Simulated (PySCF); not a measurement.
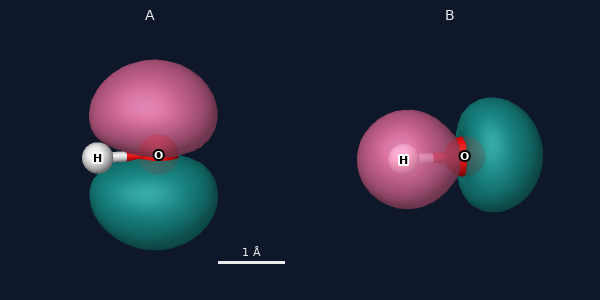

The picture shows: OH (charge −1). Two frontier orbitals, each drawn at the value that holds 80 % of its norm (teal and pink are the two phases), in no order; of a degenerate pair one member is drawn.

Method: PBE0/def2-TZVPPD, non-relativistic Hamiltonian with scalar-relativistic core potentials where named, at a bond length of 0.962 Å in PySCF.

Label each orbital by symmetry, say whether it is occupied, and order them by energy.

Orbital B: σ, occupied, −2.99 eV; mainly on O (80 %).
Orbital A: π, occupied, 0.78 eV; mainly on O (90 %).
